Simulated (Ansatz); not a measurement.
KCl (rock salt), conventional cell a = b = c = 6.381 Å, α = β = γ = 90.00°. The calculation uses the primitive cell of 2 atoms, to which meshes and values per cell refer.

Equation-of-state scan: isotropic scaling of the cell above, V₀ being its volume. Symmetry pins the atoms to their sites.

All values below come from PBE (plane waves to 420 eV, PAW, scalar-relativistic; Ansatz, an electronic-structure program). k mesh 9×9×9 (Γ-centred), Fermi-Dirac smearing 0.05 eV. Energies are smeared free energies. KCl was relaxed with its symmetry unable to fall. ΔE is measured from the relaxed starting cell.

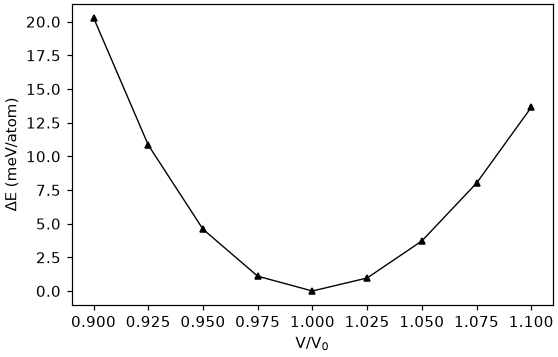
*ΔE (meV/atom) against V/V₀; computed points joined by lines.*

What is ΔE at V/V₀ = 1.100?

About 14 meV/atom.

What bulk modulus B₀ follows from a third-order Birch-Murnaghan fit?

About 16 GPa.

What is ΔE at V/V₀ = 0.900?

About 20 meV/atom.

(A scan under strain: stresses follow from slopes of the energy per volume, elastic moduli from its curvatures.)
